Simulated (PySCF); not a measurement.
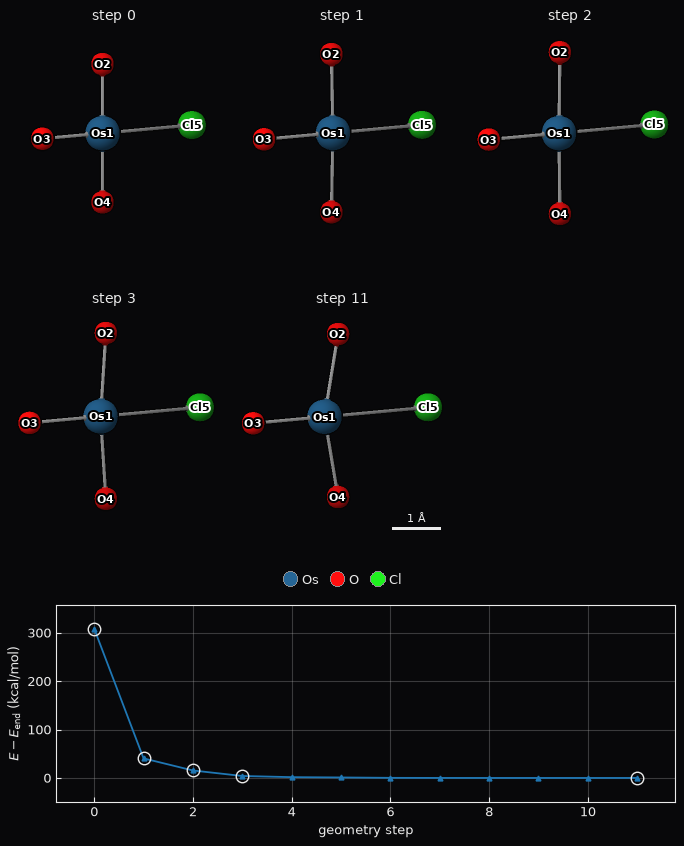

Frames of a relaxation of OsO3Cl (charge −1), marked on the history of the run. Style: ball-and-stick. Shown at a tilt.

The calculation used RKS BP86, Os def2-SVP with ECP60, O def2-SVP, Cl def2-SVP; non-relativistic Hamiltonian with scalar-relativistic core potentials; density fitting in PySCF 2.14.0. Settings: symmetry kept (C2v).

What happens along the run?

The atom that moves furthest after the best rigid fit is O3 (0.42 Å). Largest moves by element: O 0.42 Å, Cl 0.20 Å, Os 0.15 Å. Some distances before and after: Os1–Cl5 2.176 → 2.520 Å, Os1–O2 1.465 → 1.759 Å, Os1–O3 1.465 → 1.737 Å. Among the angles between lasting bonds that change: O2–Os1–O4 180.0° → 158.4°, O2–Os1–O3 90.0° → 100.8°, O2–Os1–Cl5 90.0° → 79.2°. The energy falls by 308.6 kcal/mol in 11 geometry steps. Largest force component: 38 eV/Å at the start, 0.014 eV/Å at the end. From step 0 to 1: O atoms move most (0.21 Å), energy −268.2 kcal/mol. From step 1 to 2: Cl5 moves most (0.10 Å), energy −25.0 kcal/mol. From step 2 to 3: O3 moves most (0.08 Å), energy −11.4 kcal/mol. From step 3 to 11: O atoms move most (0.11 Å), energy −4.04 kcal/mol.

```json
{"step": "0", "E − E(0), kcal/mol": "0.00", "largest force component, eV/Å": "38.0592"}
{"step": "1", "E − E(0), kcal/mol": "-268.17", "largest force component, eV/Å": "6.5602"}
{"step": "2", "E − E(0), kcal/mol": "-293.17", "largest force component, eV/Å": "3.4445"}
{"step": "3", "E − E(0), kcal/mol": "-304.57", "largest force component, eV/Å": "1.0508"}
{"step": "4", "E − E(0), kcal/mol": "-306.96", "largest force component, eV/Å": "0.8376"}
{"step": "5", "E − E(0), kcal/mol": "-307.58", "largest force component, eV/Å": "0.8918"}
{"step": "6", "E − E(0), kcal/mol": "-308.40", "largest force component, eV/Å": "0.5124"}
{"step": "7", "E − E(0), kcal/mol": "-308.58", "largest force component, eV/Å": "0.2394"}
{"step": "8", "E − E(0), kcal/mol": "-308.60", "largest force component, eV/Å": "0.0818"}
{"step": "9", "E − E(0), kcal/mol": "-308.61", "largest force component, eV/Å": "0.0438"}
{"step": "10", "E − E(0), kcal/mol": "-308.61", "largest force component, eV/Å": "0.0352"}
{"step": "11", "E − E(0), kcal/mol": "-308.61", "largest force component, eV/Å": "0.0138"}
```

Limits of the set-up: the basis has no diffuse functions, which an anion needs.
